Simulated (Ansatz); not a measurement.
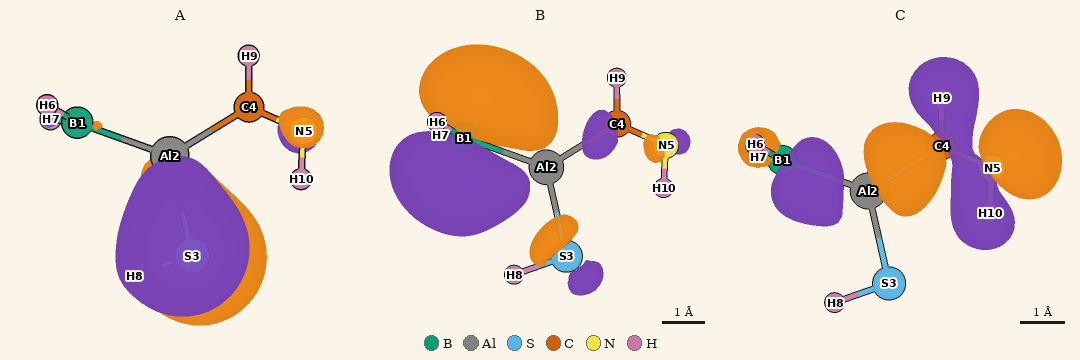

*CH₅AlBNS. Three frontier orbitals at ±0.08 Å⁻³ᐟ² (orange and purple are the two phases), in no order.*

Level of theory: Ansatz 0.2.0, RKS PBE0-D4/def2-SVP.

```json
{"atom": "B", "x (Å)": "-0.8441", "y (Å)": "-0.2027", "z (Å)": "2.0548"}
{"atom": "Al", "x (Å)": "0.0951", "y (Å)": "0.0488", "z (Å)": "0.1730"}
{"atom": "S", "x (Å)": "2.2652", "y (Å)": "0.3429", "z (Å)": "-0.0443"}
{"atom": "C", "x (Å)": "-0.7366", "y (Å)": "0.0575", "z (Å)": "-1.6400"}
{"atom": "N", "x (Å)": "-0.0796", "y (Å)": "0.0309", "z (Å)": "-2.7357"}
{"atom": "H", "x (Å)": "-1.3412", "y (Å)": "0.7227", "z (Å)": "2.6597"}
{"atom": "H", "x (Å)": "-0.9328", "y (Å)": "-1.2796", "z (Å)": "2.6043"}
{"atom": "H", "x (Å)": "2.5604", "y (Å)": "0.1424", "z (Å)": "1.2587"}
{"atom": "H", "x (Å)": "-1.8385", "y (Å)": "0.0807", "z (Å)": "-1.7661"}
{"atom": "H", "x (Å)": "0.9354", "y (Å)": "0.0053", "z (Å)": "-2.5616"}
```

Which picture is the HOMO−1, the HOMO and the LUMO?

Answer. A is the HOMO−1 (−7.76 eV). By Hirshfeld shares it lies mainly on S3 (about 80 %) and Al2 (about 10 %); largely a lone pair of S3. C is the HOMO (−6.60 eV). It lies mainly on N5 (about 45 %), C4 (about 20 %), Al2 (about 10 %), B1 (about 5 %) and H9 (about 5 %). B is the LUMO (−2.80 eV). It lies mainly on B1 (about 65 %), Al2 (about 15 %), H7 (about 5 %) and H6 (about 5 %).

What is the HOMO–LUMO gap?

Answer. 3.80 eV between the orbital energies.
